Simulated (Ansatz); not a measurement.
## C₂HCl₃Zr: frequency calculation

The run: frequency calculation of C₂HCl₃Zr, SMILES C#[C][Zr]([Cl])([Cl])[Cl]. Method and program: RHF-MP2, frozen core/def2-SVP (Ansatz 0.2.0).

Figures and captions count atoms from 1; the log counts them from 0 in places.

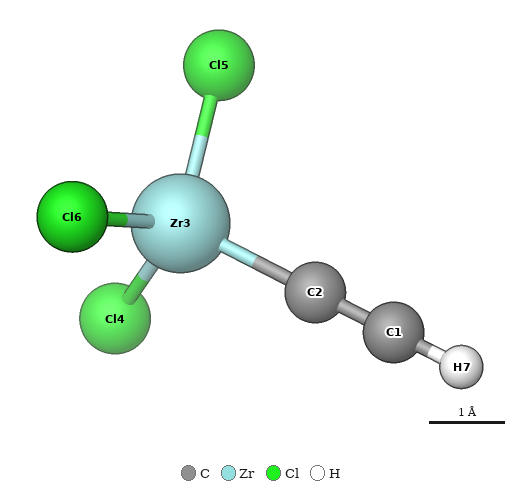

Fig. 1: The input geometry (ball-and-stick view, seen at a tilt; atoms are numbered from 1 in the order of the input). Sticks mark near contacts.

**Results in brief**

| quantity | value |
| --- | --- |
| outcome | converged |
| total energy | −40869.8955 eV |
| mean-field energy | −40845.7379 eV |
| largest force (length of the vector) | 0.001 eV/Å |
| hardware | 1 thread of Arm Neoverse N1, 98 GiB of memory available, shared host |
| wall time | 11 min |
| peak memory | 0.33 GiB |

**The input**
```yaml
crystal:
  periodic: [false, false, false]
  atoms:
    - { symbol: C, position_ang: [1.863048, -1.273534, 0.256132] }
    - { symbol: C, position_ang: [0.839748, -0.576094, 0.116168] }
    - { symbol: Zr, position_ang: [-0.921265, 0.629123, -0.126437] }
    - { symbol: Cl, position_ang: [-2.680871, -0.772573, -0.681217] }
    - { symbol: Cl, position_ang: [-0.517204, 2.15619, -1.821556] }
    - { symbol: Cl, position_ang: [-1.331327, 1.713328, 1.879812] }
    - { symbol: H, position_ang: [2.747874, -1.87645, 0.3771] }
basis:
  gaussian: { orbitals: def2-SVP }
hamiltonian:
  xc: hf
correlation:
  method: mp2
phonons: {}
```

Launched with:
```bash
ansatz run input.yaml --threads 1 --pin off --max-ram 2560MiB --backend cpu --events-out ev --progress --plain --runs-dir out
```

**What the program printed**
```
Engine: ansatz 0.2.0, aarch64-unknown-linux-gnu
Functional definition: HF
  exchange = exact_x
  correlation = 0
these checks for a lower state are left out or cut short: cluster_reference
1245 factors; integrals over basis functions are off by at most 3.6e-4 eV
mean field evaluation 1: about -40841.8128 eV, gradient 3.4e1 eV
mean field evaluation 2: about -40841.9500 eV, gradient 3.4e1 eV
mean field evaluation 4: about -40845.6664 eV, gradient 4.0e0 eV
mean field evaluation 8: about -40845.7369 eV, gradient 4.9e-1 eV
mean field -40845.73791543 eV, -1501.0531821565 hartree, gradient 1.0e-6 eV, S^2 0.000000; 0 other end points of the search recorded, 0 dependent functions left out; unrestricted orbitals would lower it
17 core orbitals not correlated: weight in the atoms' cores, before any rotation towards them, 1.000 or more for the frozen orbitals, at most 0.000 for the correlated occupied ones
reference -40845.73791543 eV, -1501.0531821565 hartree; 21, 21 occupied and 80, 80 virtual orbitals, 1245 factors
second order -24.15756710 eV of doubles, -0.00000000 eV of singles
the calculation of the forces begins
mean field evaluation 16: about -40845.5692 eV, gradient 7.9e-1 eV
these checks for a lower state are left out or cut short: starts, cluster_reference, orbital_swaps, neighbouring_geometries, increment
1245 factors; integrals over basis functions are off by at most 3.6e-4 eV
mean field -40845.73008468 eV, -1501.0528943817 hartree, gradient 1.1e-6 eV, S^2 0.000000; 0 other end points of the search recorded, 0 dependent functions left out
[... from here on the field's lines of each further geometry are left out, up to the last ...]
17 core orbitals not correlated: weight in the atoms' cores, before any rotation towards them, 1.000 or more for the frozen orbitals, at most 0.000 for the correlated occupied ones
reference -40845.73780140 eV, -1501.0531779660 hartree; 21, 21 occupied and 80, 80 virtual orbitals, 1245 factors
second order -24.15767533 eV of doubles, -0.00000000 eV of singles
the calculation of the forces begins
these checks for a lower state are left out or cut short: starts, cluster_reference, orbital_swaps, neighbouring_geometries, increment
1245 factors; integrals over basis functions are off by at most 3.6e-4 eV
mean field -40845.73801224 eV, -1501.0531857140 hartree, gradient 3.0e-6 eV, S^2 0.000000; 0 other end points of the search recorded, 0 dependent functions left out; unrestricted orbitals would lower it
17 core orbitals not correlated: weight in the atoms' cores, before any rotation towards them, 1.000 or more for the frozen orbitals, at most 0.000 for the correlated occupied ones
reference -40845.73801224 eV, -1501.0531857140 hartree; 21, 21 occupied and 80, 80 virtual orbitals, 1245 factors
second order -24.15746382 eV of doubles, -0.00000000 eV of singles
the calculation of the forces begins
Total energy: -40869.89548253 eV, -1501.9409563727 hartree
Atom 0 at     1.863048    -1.273534     0.256132 Å, force     0.000012    -0.000068     0.000009 eV/Å
Atom 1 at     0.839748    -0.576094     0.116168 Å, force     0.000711     0.000080    -0.000099 eV/Å
Atom 2 at    -0.921265     0.629123    -0.126437 Å, force    -0.000096     0.000380    -0.000114 eV/Å
Atom 3 at    -2.680871    -0.772573    -0.681217 Å, force     0.000204    -0.000173     0.000056 eV/Å
Atom 4 at    -0.517204     2.156190    -1.821556 Å, force    -0.000323     0.000083     0.000035 eV/Å
Atom 5 at    -1.331327     1.713328     1.879812 Å, force    -0.000049    -0.000063    -0.000025 eV/Å
Atom 6 at     2.747874    -1.876450     0.377100 Å, force    -0.000460    -0.000239     0.000138 eV/Å
Dipole moment:     0.282864    -0.192956     0.038744 e Å
Vibrations: 70.22 70.29 103.46 103.46 104.97 213.13 213.19 392.08 446.13 446.14 474.49 721.83 721.90 1947.57 3469.02 cm⁻¹, zero-point energy 0.588793 eV
Checks for a lower state left out: cluster_reference
```

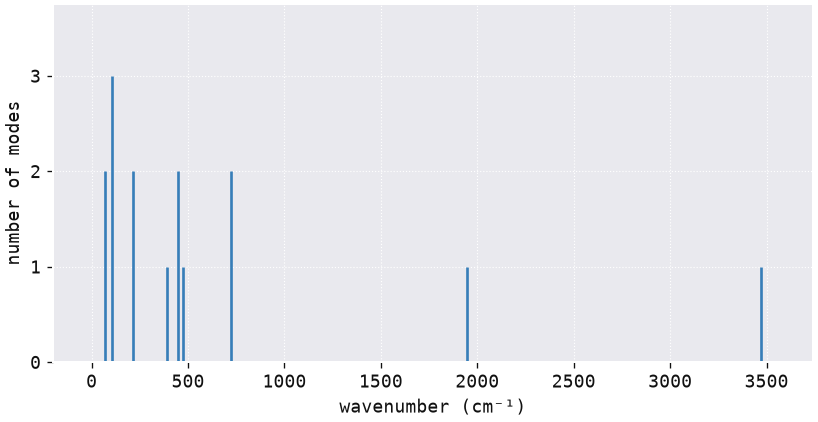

Fig. 2: Harmonic vibrational wavenumbers from the force constants; neighbouring modes closer than 15 cm⁻¹ are counted in one stick. 15 modes from 70 to 3469 cm⁻¹, none imaginary.
